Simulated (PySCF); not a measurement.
CO

```csv
atom,x (Å),y (Å),z (Å)
C,0.0000,0.0000,-0.6428
O,0.0000,0.0000,0.4822
```

Computed with PBE0/def2-TZVPP, non-relativistic Hamiltonian with scalar-relativistic core potentials where named, at a bond length of 1.125 Å in PySCF 2.14.0.

> What will maps of the electron density and electron localisation function show?

C–O (1.12 Å): the density is about 4.3 e/Å³ at the midpoint; the ELF peaks at about 0.90 between the atoms (a multiple bond).

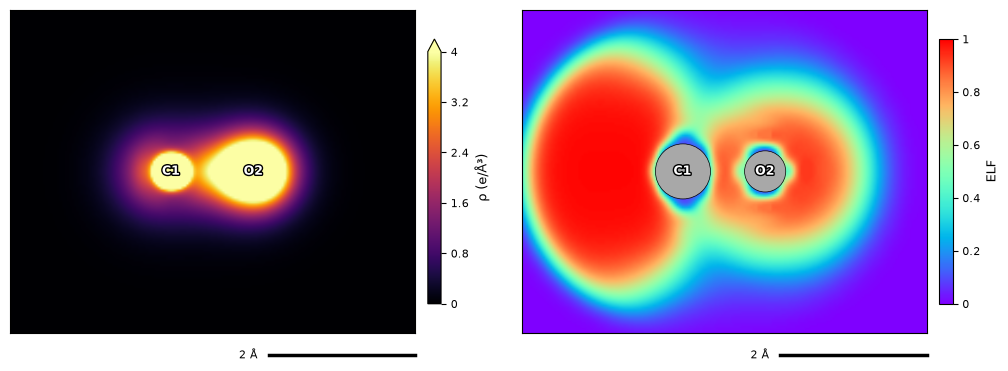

Computed electron density and electron localisation function on a plane that holds the molecular axis, in this order. Grey discs cover the atomic cores in the ELF map. 
